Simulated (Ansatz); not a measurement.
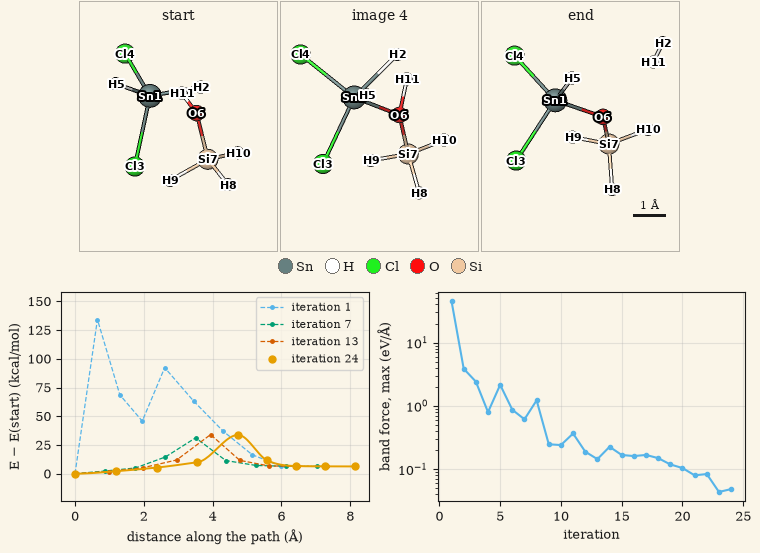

NEB run on SnSiH₆OCl₂, made up at the start of SnH₂Cl₂ and SiH4O. Images are numbered from 0 (start) to 8 (end). The plot follows the band through its iterations. Style: ball-and-stick. Shown from a free direction.

Computed with Ansatz 0.2.0, RKS PBE0-D4/def2-SVP. Settings: 7 movable images; climbing image; force threshold 0.05 eV/Å; iteration limit 60; starting path through a guess of the saddle point.

Question: Judge this run.

Answer: The result is final at these settings. The band converged in 24 iterations. The largest component of the band force went from 45 to 0.049 eV/Å. The climbing image converged on the top of the path. Its vibrational analysis gives one imaginary mode (1349i cm⁻¹), as a transition state must have. The first iteration put the highest image at 134.2 kcal/mol. Forward barrier 33.7 kcal/mol, backward barrier 27.4 kcal/mol, with image 4 at the top; the reaction energy is +6.3 kcal/mol.

Limits of the set-up: the start holds two separate molecules, 2.4 Å apart at their closest, whose relative position is a soft coordinate.

The run took 5.9 min on 4 threads of Arm Neoverse V2, with other jobs on the host, peak memory 0.37 GiB.
